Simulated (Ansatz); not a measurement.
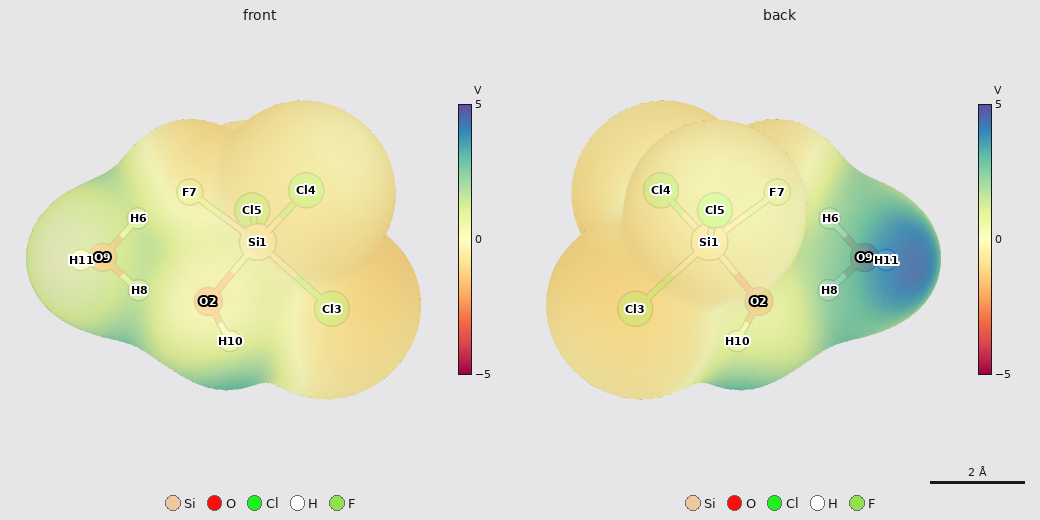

The picture shows: Cl₃FHOSi···H₃O. The electrostatic potential painted on the density surface at 0.002 e/bohr³, seen from the front and from behind; red is negative and blue positive.

A transition-state structure; geometry: PBE0-D4/def2-TZVP.

The calculation used RKS PBE0-D4/def2-TZVPP in Ansatz.

```
atom    x (Å)    y (Å)    z (Å)
  Si  -0.7841   0.8662  -0.2654
   O   0.2723  -0.2672  -0.9698
  Cl  -1.9347   0.9432  -2.0800
  Cl  -0.3661   2.8717  -0.2110
  Cl  -2.2989   0.1126   0.9136
   H   1.0145  -0.3389   1.2285
   F   0.3241   0.6957   1.1864
   H   1.1214  -1.1255  -0.0745
   O   1.5229  -1.2619   0.8684
   H  -0.0061  -0.4515  -1.8735
   H   1.1346  -2.0444   1.2772
```

Q: Which sites attract a positive test charge, and which a negative one?

A: A positive charge is drawn to the negative regions and a negative charge to the positive ones. The most negative region (about −1.1 V, or −25 kcal/mol for a unit charge) lies over Cl3 and Cl4, the most positive (about +4.3 V, or +99 kcal/mol for a unit charge) over H11.
